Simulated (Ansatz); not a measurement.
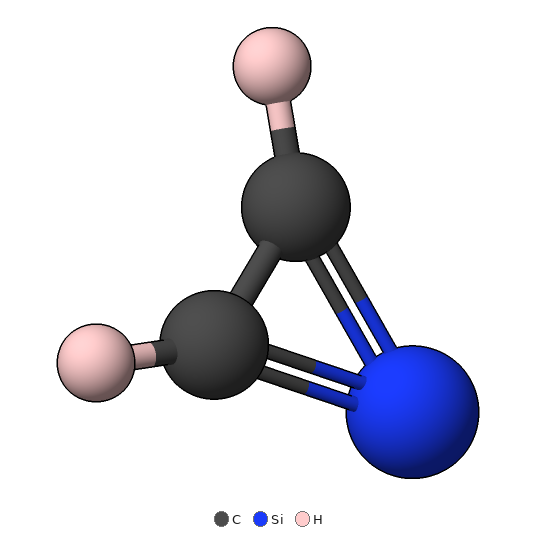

Rendered structure (ball-and-stick style). Multiple sticks mark multiple bonds (one Kekulé form).

The computed structure is the end point of a PBE0-D4/def2-TZVP optimisation. No frequency run is at hand to confirm it as a minimum.

Question: What is the molecular formula?

Answer: C₂H₂Si, 5 atoms: 2 carbon, 2 hydrogen and 1 silicon.

Question: How many bonds of each kind are drawn?

Answer: 2 C–Si, 2 C–H, 1 C–C.

Question: Give the symmetry (Schoenflies symbol).

Answer: C2v.

Question: Write the SMILES.

Answer: C1=[Si]=C1

Question: How many sets of symmetry-equivalent atoms are there?

Answer: 3: 2 C, 1 Si, 2 H.

More results for the same structure follow; atom numbers are the same in all pictures, views and colours differ.

Shape

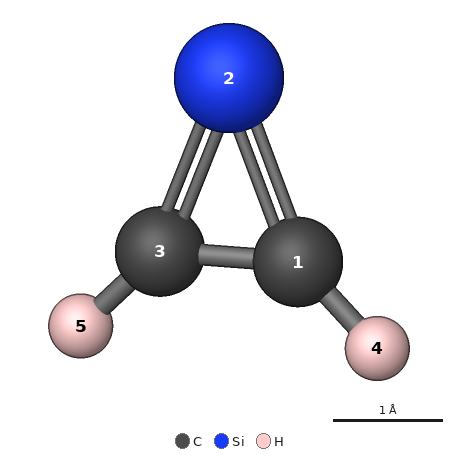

No frequency run is at hand to confirm it as a minimum.

Give the bond lengths.

```tsv
bond	length (Å)	order
C1–Si2	1.819	double
C1–C3	1.338	single
C1–H4	1.084	single
Si2–C3	1.820	double
C3–H5	1.084	single
```

Electronic properties

No frequency run is at hand to confirm it as a minimum. Method: RKS PBE0-D4/def2-TZVPP (Ansatz 0.2.0).

Computed properties:

- HOMO energy (Kohn–Sham orbital): −7.07 eV
- LUMO energy (Kohn–Sham orbital): −1.48 eV
- HOMO–LUMO gap: 5.59 eV

Charges

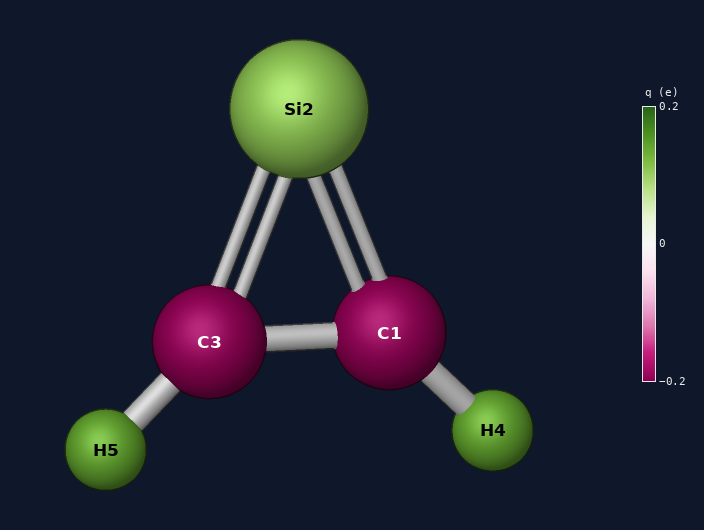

Atoms are coloured by their Mulliken charges. No frequency run is at hand to confirm it as a minimum. Method: RKS PBE0-D4/def2-TZVP (Ansatz 0.2.0).

Give the Mulliken charges atom by atom.

| atom | value (e) |
| --- | --- |
| C1 | −0.20 |
| Si2 | 0.11 |
| C3 | −0.20 |
| H4 | 0.14 |
| H5 | 0.14 |

Dipole moment

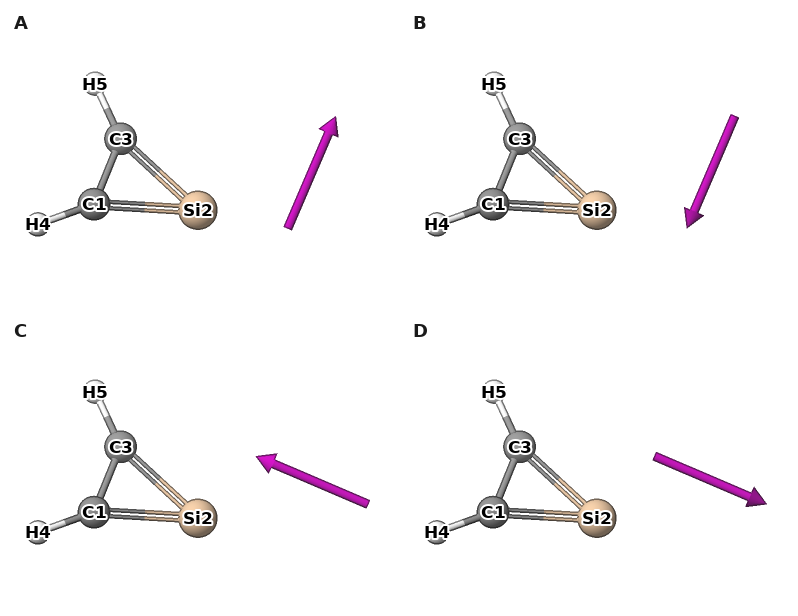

The same molecule four times, each with an arrow. No frequency run is at hand to confirm it as a minimum. Level of theory: RKS PBE0-D4/def2-TZVP (Ansatz 0.2.0).

Question: Which arrow points along the dipole moment, from the negative to the positive end?

Answer: C. The dipole moment is 1.15 D; it points from the side of Si2 to the side of H4, H5 (the outermost atoms at the two ends).

Mulliken values depend strongly on the basis set and can even reverse the polarity of a bond.
